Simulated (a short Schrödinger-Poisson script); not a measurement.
Stack: symmetric double-gate stack, SiO2 on p-type Si(100), at 77 K.

| layer | material | thickness (nm) | Na (cm⁻³) |
|---|---|---|---|
| 1 | SiO2 | 3.5 | - |
| 2 | Si | 4 | 3e17 |
| 3 | SiO2 | 3.5 | - |

The device is made up for the run: typed textbook-type constants, with dimensions and the other settings drawn at random. SiO2: permittivity 3.9, conduction-band edge (eV) 3.15, gap (eV) 9, electron mass (mₑ) 0.5. Si: permittivity 11.7, conduction-band edge (eV) 0, gap (eV) 1.124, Nv at 300 K (cm⁻³) 3.1e19.

Channel valleys (confinement mass, in-plane density-of-states mass, number): Δ2 0.916, 0.19, 2; Δ4 0.19, 0.417, 4. At the gates, both at one voltage, the conduction-band edge of layer 1 lies 3.74 eV − eVg above the Fermi level of the channel. Gaps are held at their typed values at every temperature. Mesh 0.03 nm at interfaces.

From a short Schrödinger-Poisson script (our own, NumPy): 1D Poisson equation in equilibrium, electrons quantum, Hartree (BenDaniel-Duke, 12 states a valley, the channel's in-plane mass for all, wave functions ending at the dielectric), parabolic valleys, classical holes, full ionisation, no traps, pinning or gate leakage.

Only gate voltages with over 1e8 electrons/cm² are shown.

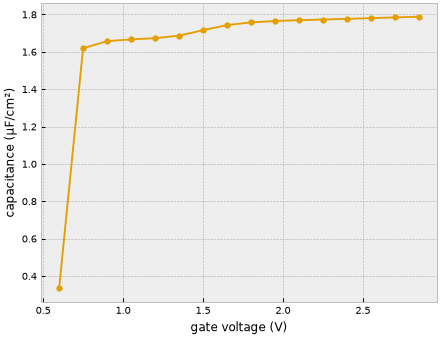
Fig. 1. Quasi-static capacitance against gate voltage

```csv
Vg (V),electrons (cm⁻²),C (μF/cm²),Δ2 E0 (meV),Δ2 E1 (meV),Δ4 E0 (meV),Δ4 E1 (meV)
0.6,1.62e10,0.334,27.7,104.4,125.7,496.5
0.75,1.31e12,1.62,-6.0,68.3,92.1,460.4
0.9,2.84e12,1.66,-17.5,54.0,80.7,446.1
1.05,4.40e12,1.67,-27.6,41.0,70.7,433.3
1.2,5.96e12,1.67,-37.5,28.5,61.1,421.0
1.35,7.54e12,1.69,-46.9,16.5,51.9,409.2
1.5,9.13e12,1.72,-55.2,5.9,44.0,398.9
1.65,1.07e13,1.74,-61.6,-2.6,37.9,390.7
1.8,1.24e13,1.76,-66.8,-9.6,33.1,383.9
1.95,1.40e13,1.76,-71.5,-16.0,28.8,377.9
2.1,1.57e13,1.77,-75.9,-22.1,24.8,372.2
2.25,1.73e13,1.77,-80.1,-27.9,21.0,366.7
2.4,1.90e13,1.78,-84.1,-33.6,17.5,361.4
2.55,2.07e13,1.78,-88.0,-39.0,14.2,356.4
2.7,2.23e13,1.78,-91.6,-44.2,11.1,351.7
2.85,2.40e13,1.79,-95.0,-49.1,8.4,347.3
```

Subbands count from the Fermi level. The capacitance is that of both gates.
